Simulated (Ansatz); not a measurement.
Input file:

```
crystal:
  periodic: [false, false, false]
  atoms:
    - {symbol: C, position_ang: [-0.604078, -0.236134, 1.257239]}
    - {symbol: Al, position_ang: [0.809436, 0.164514, -1.545191]}
    - {symbol: F, position_ang: [1.716768, -0.140924, -2.893249]}
    - {symbol: F, position_ang: [0.059084, 1.638337, -1.409855]}
    - {symbol: Se, position_ang: [0.554400, -1.357182, 0.123241]}
    - {symbol: H, position_ang: [-1.555318, -0.763886, 1.396454]}
    - {symbol: H, position_ang: [-0.784031, 0.739867, 0.791616]}
    - {symbol: H, position_ang: [-0.104162, -0.101591, 2.224046]}
basis:
  gaussian: {orbitals: def2-TZVPD}
hamiltonian: {xc: pbe0}
output: {forces: true, orbitals: {seedname: orbitals}}
```

Run with:

```sh
ansatz run input.yaml --threads 2 --pin off --max-ram 5220MiB --events-out events.jsonl --progress --plain --runs-dir runs
```

Geometry: PBE0-D4/def2-SVP.

These are results of isolated molecule in a Gaussian basis; Kohn-Sham density functional theory, functional PBE0 (Ansatz 0.2.0), not measurements.

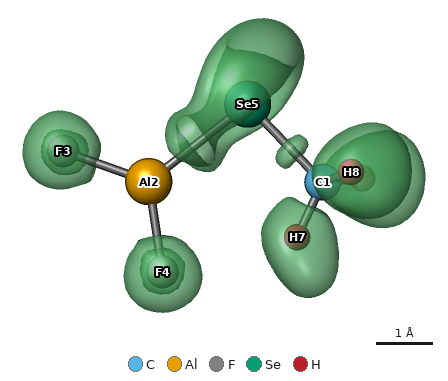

CH$_{3}$AlF$_{2}$Se. Isosurface of the electron localisation function at 0.8 (green), seen across its widest extent. Core shells and regions of very low density are left out.

**What do the ELF domains correspond to?**

The surface consists of one region between bonded C–Se atoms (shared pairs), three regions around hydrogen nuclei, one region on Se in which the atom's valence shell and bonds are merged and two regions wrapped around F (the valence shell of each). Profiles from the grid: Al–F (1.65 Å): the ELF peaks at about 0.85 in the valence shell of F, 0.6 Å from its nucleus, and is about 0.40 at the midpoint. C–Se (1.97 Å): the ELF peaks at about 0.90 between the atoms; a shared electron pair.
